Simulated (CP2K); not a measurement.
# CH4BO (SMILES [BH]OC) at PM6

Aim: the energy change on altering one bond length of CH4BO at PM6, from 2 runs. 

The results are computed with CP2K 2026.2.

4 further runs of the same task are left out: 1 that didn't finish, 3 set aside as unsound or not needed.

### 1 The system as given

The species is CH4BO (7 atoms), meant as a doublet with charge 0. As SMILES, `[BH]OC`. The coordinates come from a PBE0-D4/def2-TZVP relaxation. This is one conformer, not always the lowest.

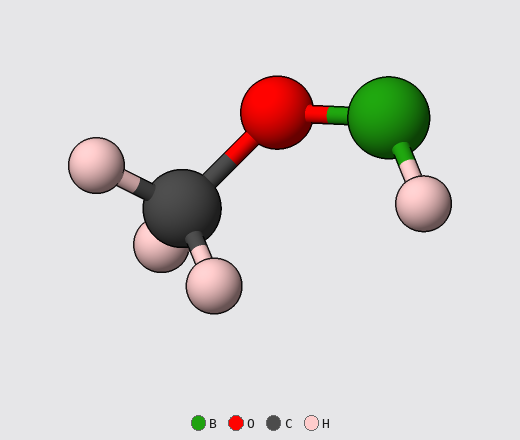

The structure, seen from a chosen angle (boron green, oxygen red, carbon dark grey, hydrogen pink).

### 2 The energy at PM6

molecule.inp

```
&GLOBAL
   PROJECT_NAME molecule
   RUN_TYPE ENERGY
   PRINT_LEVEL MEDIUM
&END GLOBAL
&FORCE_EVAL
   METHOD QS
   &DFT
      CHARGE 0
      MULTIPLICITY 2
      SPIN_POLARIZED T
      &QS
         METHOD PM6
         EPS_DEFAULT 1.0E-10
         &SE
            &COULOMB
               CUTOFF [angstrom] 50
               RC_RANGE [angstrom] 0
            &END COULOMB
            &EXCHANGE
               CUTOFF [angstrom] 50
               RC_RANGE [angstrom] 0
            &END EXCHANGE
         &END SE
      &END QS
      &POISSON
         PERIODIC NONE
         POISSON_SOLVER ANALYTIC
      &END POISSON
      &SCF
         SCF_GUESS ATOMIC
         EPS_SCF 1.0E-06
         MAX_SCF 100
         ADDED_MOS 8
         &DIAGONALIZATION
            ALGORITHM STANDARD
         &END DIAGONALIZATION
         &MIXING
            METHOD DIRECT_P_MIXING
            ALPHA 0.4
         &END MIXING
      &END SCF
      &PRINT
         &MOMENTS
            PERIODIC F
            REFERENCE COM
            MAX_MOMENT 1
         &END MOMENTS
         &MO ON
            ENERGIES T
            OCCUPATION_NUMBERS T
            NDIGITS 6
            &EACH
               QS_SCF 0
            &END EACH
            ADD_LAST NUMERIC
         &END MO
         &HIRSHFELD OFF
         &END HIRSHFELD
      &END PRINT
   &END DFT
   # structure
   &SUBSYS
      # box in angstrom
      &CELL
         ABC [angstrom] 13.3 12.1 12.3
         PERIODIC NONE
      &END CELL
      &COORD
         B      5.325200     5.007500     6.046750
         O      6.372400     5.326100     6.784150
         C      7.287000     6.371800     6.463550
         H      5.016300     5.559000     5.018050
         H      7.002600     6.867200     5.532050
         H      7.287800     7.092500     7.281950
         H      8.283700     5.940400     6.365250
      &END COORD
   &END SUBSYS
&END FORCE_EVAL
```

Started as:

```console
$ OMP_NUM_THREADS=1 cp2k.psmp -i molecule.inp > molecule.out 2>&1
```

The program printed:

```text
CP2K| version string:                                       CP2K version 2026.2
[...]
 GLOBAL| Method name                                                        CP2K
[...]
 GLOBAL| Run type                                                         ENERGY
[...]
 *** WARNING in qs_environment.F:2210 :: More added MOs requested than     ***
 *** available. The full set of unoccupied MOs will be used. Use           ***
 *** 'ADDED_MOS -1' to always use all available MOs and to get rid of this ***
[...]
                             - Atoms:                                          7
[...]
                             - Spherical basis functions:                     16
[...]
 Number of electrons:                                                          9
[...]
     1 P_Mix/Diag. 0.40E+00    0.0     0.45153891       -14.8581749240 -1.49E+01
[...]
    18 DIIS/Diag.  0.21E-06    0.0     0.00000033       -19.2050157654 -4.90E-12
  *** SCF run converged in    18 steps ***
  Core-core repulsion energy [eV]:                            788.32860137836099
  Core Hamiltonian energy [eV]:                              -844.30348012503362
  Two-electron integral energy [eV]:                         -933.24035443265723
  Electronic energy [eV]:                                   -1310.92365734136229
  Total energy [eV]:                                         -522.59505596300130
  Atomic reference energy [eV]:                               521.76846166545079
  Heat of formation [kcal/mol]:                               -19.06171884649260
[...]
 SE_DIPOLE| Moment [Debye]         -1.29576170      -1.85042976       0.91783657
 SE_DIPOLE| Derivative [a.u.]       0.00000000       0.00000000       0.00000000
 ENERGY| Total FORCE_EVAL ( QS ) energy [hartree]            -19.205015765381130
[...]
```

Wall time 0.24 s (1 thread of Arm Neoverse V2, shared host).

### 3 The distorted shape

gas.inp

```
&FORCE_EVAL
 METHOD QS
 &DFT
  MULTIPLICITY 2
  UNRESTRICTED_KOHN_SHAM T
  &QS
   METHOD PM6
   EPS_DEFAULT 1.0E-10
   &SE
    &COULOMB
     CUTOFF [angstrom] 50
     RC_RANGE [angstrom] 0
    &END
    &EXCHANGE
     CUTOFF [angstrom] 50
     RC_RANGE [angstrom] 0
    &END
   &END
  &END
  &POISSON
   PERIODIC NONE
   POISSON_SOLVER ANALYTIC
  &END
  ! self-consistent field
  &SCF
   SCF_GUESS ATOMIC
   EPS_SCF 1.0E-06
   MAX_SCF 100
   ADDED_MOS 8
   &DIAGONALIZATION
    ALGORITHM STANDARD
   &END
   &MIXING
    METHOD DIRECT_P_MIXING
    ALPHA 0.4
   &END
  &END
  &PRINT
   &MOMENTS
    PERIODIC F
    REFERENCE COM
    MAX_MOMENT 1
   &END
   &MO ON
    ENERGIES T
    OCCUPATION_NUMBERS T
    NDIGITS 6
    &EACH
     QS_SCF 0
    &END
    ADD_LAST NUMERIC
   &END
   &HIRSHFELD OFF
   &END
  &END
 &END
 &SUBSYS
  ! vacuum box
  &CELL
   ABC 13.4 12.1 12.3
   PERIODIC NONE
  &END
  &COORD
   B      5.325386     5.007500     6.046750
   O      6.372586     5.326100     6.784150
   C      7.287186     6.371800     6.463550
   H      5.016486     5.559000     5.018050
   H      7.002786     6.867200     5.532050
   H      7.287986     7.092500     7.281950
   H      8.383514     5.897278     6.355424
  &END
 &END
&END

&GLOBAL
 PROJECT_NAME gas
 RUN_TYPE ENERGY
 PRINT_LEVEL MEDIUM
&END
```

Started as:

```console
$ OMP_NUM_THREADS=1 cp2k.psmp -i gas.inp -o gas.out
```

The program printed:

```text
CP2K| version string:                                       CP2K version 2026.2
[...]
 GLOBAL| Method name                                                        CP2K
[...]
 GLOBAL| Run type                                                         ENERGY
[...]
 *** WARNING in qs_environment.F:2210 :: More added MOs requested than     ***
 *** available. The full set of unoccupied MOs will be used. Use           ***
 *** 'ADDED_MOS -1' to always use all available MOs and to get rid of this ***
[...]
                             - Atoms:                                          7
[...]
                             - Spherical basis functions:                     16
[...]
 Number of electrons:                                                          9
[...]
     1 P_Mix/Diag. 0.40E+00    0.0     0.45080626       -14.9081529156 -1.49E+01
[...]
    18 DIIS/Diag.  0.20E-06    0.0     0.00000034       -19.2005071653 -4.96E-12
  *** SCF run converged in    18 steps ***
  Core-core repulsion energy [eV]:                            783.02669880432143
  Core Hamiltonian energy [eV]:                              -843.33855782480623
  Two-electron integral energy [eV]:                         -924.32102338829839
  Electronic energy [eV]:                                   -1305.49906951895537
  Total energy [eV]:                                         -522.47237071463405
  Atomic reference energy [eV]:                               521.76846166545079
  Heat of formation [kcal/mol]:                               -16.23252958409708
[...]
 SE_DIPOLE| Moment [Debye]         -1.41463538      -1.81431134       0.92170188
 SE_DIPOLE| Derivative [a.u.]       0.00000000       0.00000000       0.00000000
 ENERGY| Total FORCE_EVAL ( QS ) energy [hartree]            -19.200507165266785
[...]
```

Run time: 0.24 s. Hardware: 1 thread of Arm Neoverse V2, shared host.

### 4 Results

At PM6:

```
                                                         quantity           value
                                        first shape: total energy    -19.20502 Eh
                                       first shape: dipole moment          2.44 D
                  first shape: HOMO energy (highest over α and β)        -7.96 eV
                   first shape: LUMO energy (lowest over α and β)        -0.17 eV
                                   first shape: heat of formation  -19.1 kcal/mol
                                    distorted shape: total energy    -19.20051 Eh
                                   distorted shape: dipole moment          2.48 D
              distorted shape: HOMO energy (highest over α and β)        -7.93 eV
               distorted shape: LUMO energy (lowest over α and β)        -0.14 eV
                               distorted shape: heat of formation  -16.2 kcal/mol
energy change with the C3–H7 bond stretched from 1.090 to 1.199 Å        0.123 eV
```

What this shows: With the C3–H7 bond stretched from 1.090 to 1.199 Å the energy rises by 0.12 eV (11.8 kJ/mol). The first shape isn't relaxed at this level, so the change isn't measured from a minimum.
